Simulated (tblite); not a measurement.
**Molecular dynamics of C6H7F (part 1 of 2)**

- system: C6H7F, SMILES C=C1CC=C1CF
- method: GFN2-xTB Langevin dynamics, gas phase (tblite 0.8.0)

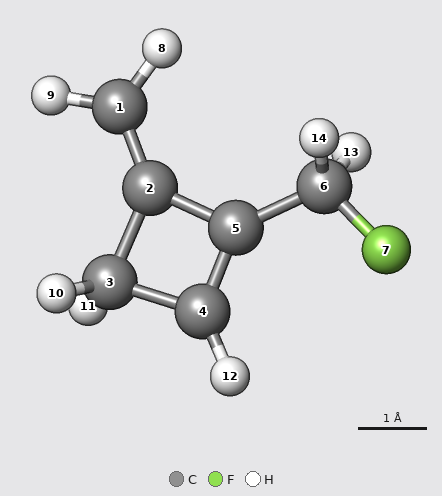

*The input geometry (ball-and-stick view, seen at a tilt; atoms are numbered from 1 in the order of the input).*

Bond lengths as drawn: C–C 1.32 to 1.53 Å, C–F 1.37 Å and C–H 1.07 to 1.10 Å.

Summary:

```csv
quantity,value
outcome,finished
mean temperature over the second half,1011 K
trajectory,"25 frames kept, 12600 fs"
hardware,"1 CPU thread, shared host"
wall time,62 s
peak memory,0.48 GiB
```

Input:
```
{"job": {"dt": 1.5, "steps": 8000, "equilibration": 400, "friction": 0.005, "h_mass": 4.0, "temperature": 900, "xc": "GFN2-xTB", "basis": "xTB", "kind": "md"}, "charge": 0, "multiplicity": 1}
C     -1.179443     1.637926     0.091507
C     -0.744490     0.394909     0.009740
C     -1.408264    -0.975380    -0.093050
C      0.011085    -1.497243    -0.106844
C      0.560387    -0.275239    -0.018250
C      1.942221     0.266238     0.035361
F      2.876856    -0.739844    -0.002418
H     -0.501010     2.471958     0.159274
H     -2.231640     1.866785     0.094224
H     -2.008929    -1.263240     0.768857
H     -1.980262    -1.142801    -1.004860
H      0.407804    -2.492423    -0.164874
H      2.142399     0.921533    -0.822547
H      2.110573     0.824928     0.965216
```

The first line tells a small driver script what to run in tblite; the rest is the geometry in Å.

Launch command:
```bash
OMP_NUM_THREADS=1 python <driver script> task.json out
```

The program's output:
```
t/fs     T/K   E - E0/eV
     0.0    464.5     0.0000
   525.0    709.1     1.0477
  1050.0   1119.3     1.6401
  1575.0    835.5     2.6777
  2100.0   1176.2     1.1526
  2625.0    895.3     1.8526
  3150.0    669.0     1.1201
  3675.0    990.8     1.8296
  4200.0   1157.0     1.5046
  4725.0    806.3     1.3916
  5250.0    563.1     1.5840
  5775.0    952.6     1.6689
  6300.0    993.4     0.8862
  6825.0    849.0     1.2111
  7350.0   1265.8     1.7863
  7875.0    691.4     1.5078
  8400.0   1287.1     1.1406
  8925.0   1223.3     1.3863
  9450.0   1255.6     1.4943
  9975.0   1568.6     1.9815
 10500.0   1064.2     1.4386
 11025.0    816.2     1.6459
 11550.0    862.1     1.0163
 12075.0    519.8     0.9197
 12600.0    752.6     1.0331
```

Trajectory as extended XYZ (Å, eV, eV/Å), 25 frames, from step=0 to step=8400:
```
14
Properties=species:S:1:pos:R:3:forces:R:3 step=0 time_fs=0.0 energy=-573.18632 temperature=464.5
C    -1.1794    1.6379    0.0915    0.0010  -0.0010   0.0000
C    -0.7445    0.3949    0.0097    0.0010   0.0000  -0.0020
C    -1.4083   -0.9754   -0.0931    0.0010  -0.0010   0.0000
C     0.0111   -1.4972   -0.1068    0.0010   0.0010   0.0030
C     0.5604   -0.2752   -0.0182    0.0010   0.0000  -0.0010
C     1.9422    0.2662    0.0354    0.0010  -0.0010   0.0010
F     2.8769   -0.7398   -0.0024   -0.0010  -0.0020  -0.0020
H    -0.5010    2.4720    0.1593   -0.0010   0.0010  -0.0010
H    -2.2316    1.8668    0.0942    0.0010  -0.0030   0.0000
H    -2.0089   -1.2632    0.7689   -0.0010   0.0020   0.0010
H    -1.9803   -1.1428   -1.0049   -0.0020   0.0010   0.0010
H     0.4078   -2.4924   -0.1649    0.0010   0.0010  -0.0030
H     2.1424    0.9215   -0.8225   -0.0010   0.0000   0.0030
H     2.1106    0.8249    0.9652    0.0000   0.0020   0.0000
14
Properties=species:S:1:pos:R:3:forces:R:3 step=350 time_fs=525.0 energy=-572.13858 temperature=709.1
C    -2.0196    1.6860    1.6545   -1.1340   0.3340  -0.0370
C    -1.3841    0.5815    1.4745    1.4890  -2.1430  -2.1980
C    -1.6195   -0.8811    0.9238   -0.7490   0.0530   2.1350
C    -0.1480   -0.9183    0.9198    1.5160  -4.5580  -0.8550
C     0.0781    0.2819    1.3423   -1.4430   2.9780   1.3810
C     1.1315    1.2809    1.5007    0.2040   1.2840   1.1270
F     2.1467    0.7625    2.2707    0.2300   0.3210   0.5150
H    -1.5975    2.5717    2.0000    0.8650   1.0960   0.4160
H    -3.0460    1.7519    1.4725   -1.4680  -0.0080   0.0130
H    -2.0923   -1.4884    1.7269    0.2940   0.1630  -0.1440
H    -2.0727   -1.2672    0.0307   -0.4310   0.9280  -0.6650
H     0.4774   -1.8386    0.7491   -0.4460   1.2750  -0.0900
H     1.6008    1.3947    0.5314    0.0790   0.7740  -0.3960
H     0.7408    2.3364    2.0092    0.9950  -2.4950  -1.2020
14
Properties=species:S:1:pos:R:3:forces:R:3 step=700 time_fs=1050.0 energy=-571.54622 temperature=1119.3
C    -1.1312    1.3824    4.4462    1.0830  -1.4740  -3.8480
C    -0.8523    0.9989    3.1308    0.0200   1.4370  -0.5670
C    -1.4690    1.6842    1.8603    2.5470   0.7580  -1.6290
C    -0.3089    0.9194    0.9655   -3.5250   1.0140   3.5570
C     0.0997    0.3331    2.1122   -0.3780   1.8690  -0.3950
C     1.2668   -0.5170    2.2157   -1.7810  -3.0020  -0.7160
F     1.8168   -0.9663    1.0220   -0.5060   0.3860   0.0680
H    -0.4198    1.0670    5.2254   -1.1570   0.2860  -0.2060
H    -2.0796    1.9513    4.4980    1.1960  -0.3590   0.6550
H    -2.5007    1.5411    1.6011   -0.2280  -0.2050   0.0000
H    -1.1698    2.7927    1.6988   -0.8390  -1.4200   0.8690
H    -0.2018    0.9725   -0.0907    0.3720  -0.2540   0.0560
H     2.0376   -0.1504    2.7446    2.7660   1.5420   2.0090
H     0.8663   -1.4057    2.7226    0.4300  -0.5760   0.1470
14
Properties=species:S:1:pos:R:3:forces:R:3 step=1050 time_fs=1575.0 energy=-570.50865 temperature=835.5
C     1.7476    2.4134    4.3468    1.0900  -1.7630   2.4120
C     0.9494    1.9398    3.4142   -0.8510   1.7360   0.3220
C     0.1333    2.8002    2.4948   -1.0880   0.2920   0.9180
C     0.0205    1.4929    1.6121   -1.3290   0.6640   1.6200
C     0.3231    0.8267    2.7465    2.1230  -2.6240   0.2140
C     0.6058   -0.5360    3.3203    2.2260  -0.0690  -1.1750
F    -0.1140   -1.6211    2.9397   -0.8760   0.1200   0.2350
H     2.2822    1.6978    5.0120   -0.2340   0.0730  -0.6450
H     1.9221    3.3764    4.8252   -0.4490   0.1290  -1.3570
H    -0.4296    3.4654    3.3406   -0.8340  -2.0690  -2.3140
H     0.5257    3.5556    1.9640    2.1900   2.7510  -1.9530
H    -0.0852    1.1564    0.5665   -0.6000   0.7380   1.0280
H     1.6666   -0.8731    2.9823   -0.9410   0.7610   0.5120
H     0.6565   -0.3480    4.3937   -0.4250  -0.7400   0.1840
14
Properties=species:S:1:pos:R:3:forces:R:3 step=1400 time_fs=2100.0 energy=-572.03370 temperature=1176.2
C     1.1604    1.7198    4.5009    1.7340   2.8040   0.6920
C     0.1997    1.9739    3.6550   -2.7750   1.1040  -2.2240
C    -0.6647    3.2278    3.0391    2.1060   1.8160   2.3570
C    -1.4209    2.2074    2.2881   -1.2510  -1.4410  -0.1340
C    -0.7437    1.1615    2.8161    0.9770  -1.3000  -0.3630
C    -0.7236   -0.3875    2.7589   -0.0510   0.0970  -0.5480
F     0.5352   -0.9639    2.4297   -0.9860   0.9650   0.1840
H     1.7855    0.8821    4.5556   -0.1990  -1.4860   0.1060
H     1.7318    2.5702    5.0218   -1.1780  -0.8740  -0.7110
H    -1.1032    3.9339    3.8262   -0.3390  -1.5500  -0.5840
H    -0.0481    4.0423    2.5451   -0.3070  -1.4260  -0.3930
H    -2.3800    2.1763    1.6742    1.6550   0.4560   0.7820
H    -0.8919   -0.6810    3.7932   -0.0900  -0.3150   0.2100
H    -1.4548   -0.9488    2.0842    0.7040   1.1510   0.6250
14
Properties=species:S:1:pos:R:3:forces:R:3 step=1750 time_fs=2625.0 energy=-571.33372 temperature=895.3
C    -0.9201    2.1993    6.4095   -1.4380   0.7250   1.5270
C    -1.0679    2.4601    5.1159   -0.5350  -1.3420  -0.0400
C    -2.0870    3.1932    4.2657    0.5290   1.9660  -0.9000
C    -1.2780    2.7076    3.0936   -1.9020   2.3400  -4.3550
C    -0.4158    2.0394    3.7906    0.0540   1.8580   4.4800
C     0.7633    1.3064    3.8323    1.9910  -4.3780  -3.3240
F     0.3715    0.0414    4.4209    0.8790   0.7950  -0.0290
H    -0.1466    1.6862    6.9817    0.0440  -0.0250  -1.0570
H    -1.6913    2.5539    7.2121    1.0970  -0.2120  -1.7600
H    -3.1728    3.1757    4.2702    0.1390  -0.6430   0.3360
H    -1.7971    4.2600    4.2110   -0.4910   0.1640   0.7920
H    -1.3131    3.2076    1.9615    0.0470  -1.8530   2.7050
H     0.9152    0.9863    2.7216    0.3630   0.1400   1.0950
H     1.7754    1.5360    4.1891   -0.7770   0.4660   0.5320
14
Properties=species:S:1:pos:R:3:forces:R:3 step=2100 time_fs=3150.0 energy=-572.06626 temperature=669.0
C    -2.1133    0.6167    5.9352   -0.5790   1.6890   0.7230
C    -1.7206    1.7200    5.2541    0.0880  -1.9220   1.7980
C    -2.3922    2.8916    4.6425    1.9800   1.4380  -0.9490
C    -0.8686    3.2795    4.1993   -2.6830   0.9750  -0.8020
C    -0.4092    2.2427    4.8692    0.1000  -2.4390   0.8340
C     0.7968    1.4137    4.9221    3.1130   0.2840  -0.1040
F     1.6125    1.3727    6.1816   -1.9640  -0.2320  -1.6480
H    -1.4168   -0.0269    6.5282   -0.8180   0.5930  -1.0790
H    -3.2070    0.6150    6.2177    1.3510  -0.5800  -0.4700
H    -3.1384    2.7475    3.8923   -0.1390  -0.2800  -0.7000
H    -2.7852    3.6014    5.3406   -0.1760   0.3910   0.5660
H    -0.4968    4.0430    3.5025   -0.1630  -0.4810   0.7650
H     0.5682    0.3412    4.5627    0.5620   1.5140   0.9020
H     1.5775    1.9430    4.2841   -0.6720  -0.9480   0.1650
14
Properties=species:S:1:pos:R:3:forces:R:3 step=2450 time_fs=3675.0 energy=-571.35670 temperature=990.8
C    -3.3686    4.1130    5.6979    0.4950   1.3970  -4.2660
C    -2.3709    3.7061    4.8738   -0.2710  -2.3000   4.1650
C    -2.1270    3.8031    3.4692   -3.5570   1.2910  -4.2140
C    -1.2896    2.6184    3.4734    0.2290   0.3640   1.8850
C    -1.4540    2.4642    4.8101    1.7430   1.2060   0.5500
C    -0.6642    1.6237    5.7752   -0.5500  -1.6360  -0.7520
F     0.2642    2.1534    6.5974    0.1050   1.3940   0.6070
H    -3.4763    4.3834    6.6681    0.3000  -0.8720   2.7730
H    -4.1065    4.7914    5.1817    0.6890  -0.4080  -0.0380
H    -3.1144    3.5383    2.9237    0.9800   0.8720   0.0950
H    -1.7662    4.7657    3.0837    0.0460  -0.3430   0.0200
H    -0.8289    2.2123    2.6397    0.7990  -1.0450  -0.7640
H    -1.3221    1.0094    6.3372   -1.4010  -0.0090   1.5800
H    -0.0987    0.7845    5.3734    0.3920   0.0880  -1.6420
14
Properties=species:S:1:pos:R:3:forces:R:3 step=2800 time_fs=4200.0 energy=-571.68169 temperature=1157.0
C    -5.0986    5.4388    4.8476    1.0290  -3.2360   0.3190
C    -4.2239    4.7122    4.1311   -0.4660   1.1250  -0.7070
C    -3.6298    5.1692    2.7319    1.2970  -1.3690   2.7010
C    -2.9455    3.8011    2.8626   -0.9060   1.2860  -1.7190
C    -3.5249    3.3988    3.9652   -2.5680   2.2180   0.3030
C    -3.9398    2.2040    4.5674   -1.0100  -3.0080   3.7570
F    -3.2575    1.0789    4.1224   -0.0460   0.3640   0.4510
H    -5.7049    5.0529    5.6542    0.3090  -0.1520   0.1570
H    -4.9541    6.4428    4.8273   -0.4970   2.6300  -0.6230
H    -4.4528    5.3678    2.0727    0.2210  -0.2350  -0.5580
H    -2.8188    5.8717    2.7229   -0.2510   1.1050   0.0050
H    -2.2661    3.4202    2.2056    1.5650  -1.1380  -1.3490
H    -3.9748    2.2350    5.7598    1.2110  -0.0640  -1.5760
H    -5.0141    1.9200    4.5207    0.1110   0.4740  -1.1620
14
Properties=species:S:1:pos:R:3:forces:R:3 step=3150 time_fs=4725.0 energy=-571.79476 temperature=806.3
C    -5.4797    4.0216    6.5208    0.4980  -1.0190  -1.6730
C    -4.4310    4.8488    6.2852   -1.8880  -4.4560  -0.4560
C    -4.0206    6.1240    6.7879    0.9080   1.8400   0.2920
C    -2.9138    6.0521    5.6633   -1.5360  -1.2570   0.4950
C    -3.3052    4.7583    5.3690    1.6600   0.6480   1.0130
C    -2.6828    3.8259    4.3649   -1.2950   1.0850  -1.2800
F    -3.6217    3.7691    3.3189   -0.1420  -0.2890  -0.1330
H    -5.4300    2.9462    6.1050   -0.1290   1.8580   0.3980
H    -6.5001    4.3250    6.7608    0.8030  -0.0210   0.6860
H    -4.8506    6.8214    6.6440    0.5940   0.6170   0.5090
H    -3.6893    5.9553    7.8665   -0.1750   0.9860  -1.3570
H    -2.3202    6.7763    5.1222   -0.0020  -0.1870   0.5340
H    -1.8947    4.3902    3.9194    1.0680   0.6960  -0.3480
H    -2.3098    2.8153    4.3871   -0.3650  -0.5000   1.3200
14
Properties=species:S:1:pos:R:3:forces:R:3 step=3500 time_fs=5250.0 energy=-571.60234 temperature=563.1
C    -4.2937    3.6483    7.0497   -1.8650  -2.1780  -1.1920
C    -3.7730    3.6561    5.7985   -2.2340   3.2120   3.8740
C    -3.3738    5.0161    5.1466    2.7190  -2.8570   0.4030
C    -2.4615    3.9796    4.2934   -2.0030   1.4980   0.7730
C    -3.0871    2.9179    4.8730    2.5590  -0.6700  -1.9260
C    -3.0430    1.4461    4.8353    1.8290  -0.1760   0.4730
F    -4.1513    0.9224    4.3359   -1.5860  -0.7250  -1.0090
H    -4.6758    2.7141    7.5529    1.0890   0.6920  -0.5260
H    -4.9948    4.4225    7.2897    0.6610   0.7900   0.4160
H    -4.1573    5.3044    4.4712    0.0900   1.2380   0.4490
H    -2.7290    5.5916    5.9305   -1.6860  -0.1580  -1.9390
H    -1.9061    4.3392    3.4583    0.4890  -0.6740  -0.1670
H    -2.1717    1.0109    4.3228   -0.1070   0.2110  -0.3420
H    -2.9905    1.1024    5.8606    0.0460  -0.2030   0.7120
14
Properties=species:S:1:pos:R:3:forces:R:3 step=3850 time_fs=5775.0 energy=-571.51742 temperature=952.6
C    -5.6893    5.3280    6.9937   -3.1250   1.0780   0.6720
C    -5.3485    4.9634    5.7728    0.3480   1.3650   0.2850
C    -4.7130    5.9294    4.7250    2.4500  -1.7240   1.2830
C    -3.7576    4.6619    4.6807    3.4250   3.0720  -4.3330
C    -4.4482    3.8428    5.3825   -1.6790   0.5630   2.7250
C    -4.2854    2.5340    5.9889    0.6910  -1.8300  -1.4350
F    -5.5730    1.9468    5.8095    1.3960  -0.2000   0.9720
H    -5.8332    4.6201    7.7743    0.2760  -0.7510   0.3490
H    -6.4177    6.1913    7.2416    1.8720  -0.7610  -0.7710
H    -5.1204    6.1075    3.7644   -0.7940   0.1100  -0.4870
H    -4.1906    6.8846    5.1150   -1.0290  -1.5490  -0.3740
H    -2.8028    4.5279    4.0470   -1.3930   0.2680   1.0940
H    -3.5474    1.9728    5.2529   -1.2230   0.3730   1.4840
H    -3.8508    2.4937    7.0585   -1.2170  -0.0140  -1.4620
14
Properties=species:S:1:pos:R:3:forces:R:3 step=4200 time_fs=6300.0 energy=-572.30015 temperature=993.4
C    -3.6205    5.8157    7.2278    2.0260  -2.3090  -0.1510
C    -4.8010    5.4002    6.8586   -1.4070  -0.4460  -1.3370
C    -6.0402    6.2430    6.5969    0.3260  -0.8250   1.0230
C    -6.7690    4.8719    6.5227    0.5140   2.2280  -0.0990
C    -5.6266    4.1762    6.4780    0.1790   0.9680   0.8400
C    -5.2656    2.7380    6.3005    3.3640   2.7060   2.0940
F    -6.2229    1.9157    6.5644   -2.3320  -1.9720  -0.3640
H    -2.7881    5.0482    7.2395   -0.8140   1.0190   0.3360
H    -3.3404    6.8080    7.4803   -0.1550   0.3970   0.0180
H    -6.1670    7.0242    7.3594   -0.6430  -0.4000  -0.2350
H    -5.9462    6.6748    5.6209   -0.2360   0.4630  -0.4550
H    -7.8271    4.8729    6.4378   -0.3260  -0.9350  -0.1240
H    -4.7283    2.6840    5.3657   -0.2310  -0.8510  -0.6500
H    -4.5036    2.5687    7.1445   -0.2630  -0.0410  -0.8970
```
